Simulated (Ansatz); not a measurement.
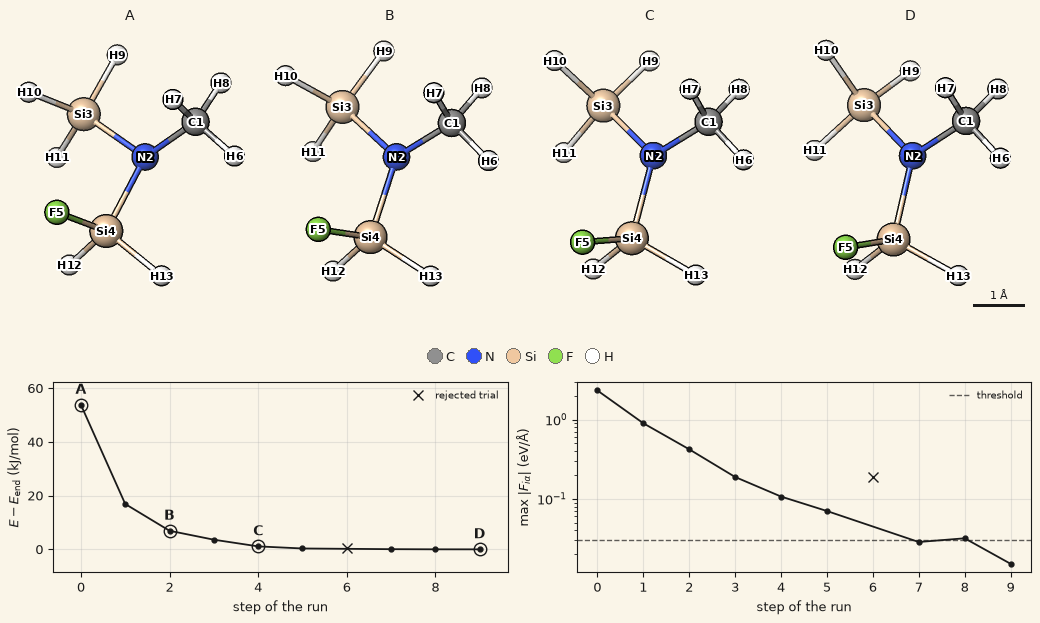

Frames of a relaxation of CH8FNSi2 (coarse preliminary run), marked on the history of the run. The picture is a ball-and-stick view, seen at a tilt.

The start comes from a force field.

Method: Ansatz, RKS PBE-D4/def2-SVP.

Input file:
```yaml
crystal:
  periodic: [false, false, false]
  atoms:
    - {symbol: C, position_ang: [-1.275200, 0.080000, 1.051000]}
    - {symbol: N, position_ang: [-0.322200, -0.264800, -0.045400]}
    - {symbol: Si, position_ang: [1.181400, -0.985600, 0.262200]}
    - {symbol: Si, position_ang: [-0.024400, 0.873700, -1.328800]}
    - {symbol: F, position_ang: [0.773100, 2.106900, -0.727800]}
    - {symbol: H, position_ang: [-2.220400, 0.376900, 0.649400]}
    - {symbol: H, position_ang: [-0.911600, 0.886100, 1.697800]}
    - {symbol: H, position_ang: [-1.472100, -0.804900, 1.642100]}
    - {symbol: H, position_ang: [0.941500, -2.127800, 1.216500]}
    - {symbol: H, position_ang: [2.158300, -0.033700, 0.798000]}
    - {symbol: H, position_ang: [1.699200, -1.636800, -1.000000]}
    - {symbol: H, position_ang: [0.725900, 0.207400, -2.454900]}
    - {symbol: H, position_ang: [-1.368200, 1.361300, -1.795000]}
basis:
  gaussian: {orbitals: def2-SVP}
hamiltonian: {xc: pbe, dispersion: d4}
relax: {f_tol: 0.03, max_steps: 200}
```

Command:
```bash
ansatz run in.yaml --threads 4 --pin off --events-out ev --progress --plain --max-ram 10444MiB
```

Q: What happens along the run?

A: The atom that moves furthest after the best rigid fit is H10 (0.92 Å). Largest moves by element: H 0.92 Å, F 0.73 Å, N 0.31 Å, Si 0.22 Å, C 0.20 Å. Near-neighbour distances that change, for instance: Si3–Si4 2.728 → 3.090 Å, N2–Si3 1.696 → 1.767 Å, Si4–F5 1.587 → 1.645 Å, Si3–H10 1.465 → 1.509 Å. Bond angles that change, for instance: Si3–N2–Si4 105.1° → 123.7°, H9–Si3–H11 104.9° → 110.7°, C1–N2–Si3 122.1° → 116.5°. After 8 accepted moves (9 points after the start) the energy has fallen by 53.8 kJ/mol. The largest force component goes from 2.3 to 0.015 eV/Å. The line search rejected the trial step at point 6 of the run. Cost: 10 s on 4 threads of INTEL XEON PLATINUM 8581C @ 2.10GHz, on a shared host. From step 0 to 2: H10 moves most (0.37 Å), energy −46.9 kJ/mol. From step 2 to 4: H10 moves most (0.35 Å), energy −5.81 kJ/mol. From step 4 to 9: H10 moves most (0.30 Å), energy −1.11 kJ/mol.

```json
{"step": "0", "E − E(0), kJ/mol": "0.00", "largest force component, eV/Å": "2.3336", "note": ""}
{"step": "1", "E − E(0), kJ/mol": "-36.91", "largest force component, eV/Å": "0.9005", "note": ""}
{"step": "2", "E − E(0), kJ/mol": "-46.88", "largest force component, eV/Å": "0.4225", "note": ""}
{"step": "3", "E − E(0), kJ/mol": "-50.21", "largest force component, eV/Å": "0.1890", "note": ""}
{"step": "4", "E − E(0), kJ/mol": "-52.70", "largest force component, eV/Å": "0.1071", "note": ""}
{"step": "5", "E − E(0), kJ/mol": "-53.48", "largest force component, eV/Å": "0.0703", "note": ""}
{"step": "6", "E − E(0), kJ/mol": "-53.28", "largest force component, eV/Å": "0.1914", "note": "rejected"}
{"step": "7", "E − E(0), kJ/mol": "-53.74", "largest force component, eV/Å": "0.0286", "note": ""}
{"step": "8", "E − E(0), kJ/mol": "-53.79", "largest force component, eV/Å": "0.0318", "note": ""}
{"step": "9", "E − E(0), kJ/mol": "-53.80", "largest force component, eV/Å": "0.0152", "note": ""}
```
